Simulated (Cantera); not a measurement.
Charge: 1 mol Na2CO3, 0.032 mol C, 0.058 mol H2, held at 1.00 bar.

Equilibrium computed with Cantera from the NASA thermochemical tables; the gas is ideal and each condensed phase is pure. Candidate condensed phases: C, C6H6, C7H8, C8H18, H2O, Na, NaOH, NaO2, Na2CO3, Na2O, Na2O2; 117 gas species. Kinetics and transport are ignored.

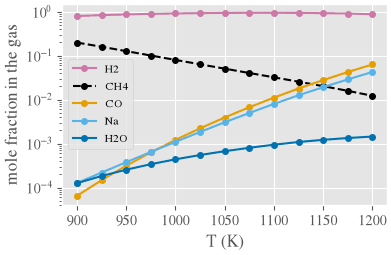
Equilibrium gas composition (values under 1e-9 drawn at 1e-9)

From 900 K to 1100 K the condensed part is C(graphite) + Na2CO3(s). From 1125 K to 1200 K the condensed part is C(graphite) + Na2CO3(l). The main Na-bearing gas is Na throughout.
